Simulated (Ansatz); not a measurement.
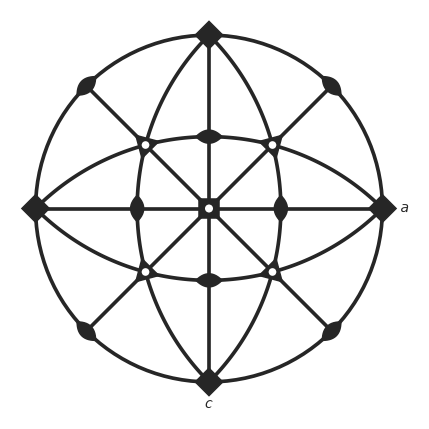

Stereographic projection: heavy lines are mirror planes (a heavy rim: a mirror in the plane of the page); lens, triangle, square and hexagon are 2-, 3-, 4- and 6-fold axes, a lens in an open square is −4, a triangle in an open hexagon −6; thin dashed diameters join the ends of axes that lie in the page; a small open circle marks inversion. The b axis points at the viewer. Computed from the symmetry operations of a computed or model structure of composition Mg4TlF3, which need not be its known form.

Which point group is this?

Answer. m-3m (Oh), order 48, cubic system: three fourfold axes, four threefold axes, six twofold axes, nine mirror planes, an inversion centre.

Which physical properties does it allow?

Answer. It is centrosymmetric, so neither piezoelectric nor pyroelectric; it is not chiral.
